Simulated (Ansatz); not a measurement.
A computed series for SiC: pressure series

The parent structure is SiC in the wurtzite structure (space group P6_3mc, No. 186).

```yaml
crystal:
  lattice:
    - [3.07548, 0.00000, 0.00000]
    - [-1.53774, 2.66344, 0.00000]
    - [0.00000, 0.00000, 5.04859]
  atoms:
    - { symbol: Si, position: [0.66667, 0.33333, 0.00050] }
    - { symbol: Si, position: [0.33333, 0.66667, 0.50050] }
    - { symbol: C, position: [0.66667, 0.33333, 0.62470] }
    - { symbol: C, position: [0.33333, 0.66667, 0.12470] }
```

Cell and atoms are relaxed at each pressure.

Level of theory: r2SCAN/PAW in Ansatz (a first-principles code), no spin-orbit coupling, earlier PAW set.

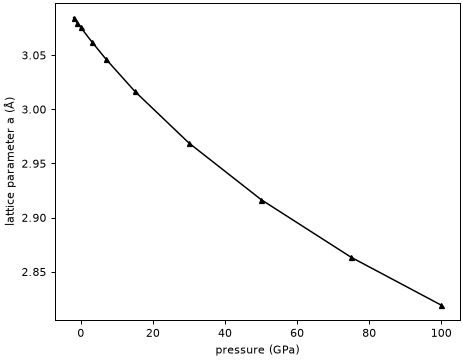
Lattice parameter a against pressure

```csv
pressure (GPa),lattice parameter a
-2,308.5 pm
-1,308.0 pm
3,306.2 pm
7,304.6 pm
15,301.6 pm
30,296.9 pm
50,291.7 pm
75,286.3 pm
100,281.9 pm
```

Load acts through the strain it causes; cell and atoms are relaxed under it. No phonon test of stability was made. No other phases were tried under pressure.
